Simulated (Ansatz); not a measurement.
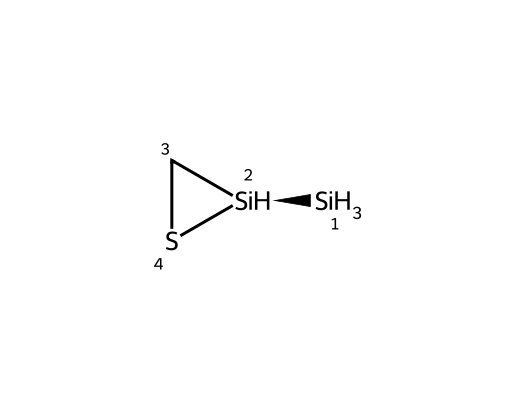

A structural formula, with wedges where it has stereocentres; small numbers name the atoms. The configuration is that of a computed structure (PBE-D4/def2-SVP).

**What are the Cahn–Ingold–Prelog descriptors?**

Si2: S.

**Write the isomeric SMILES.**

[SiH3][Si@@H]1CS1
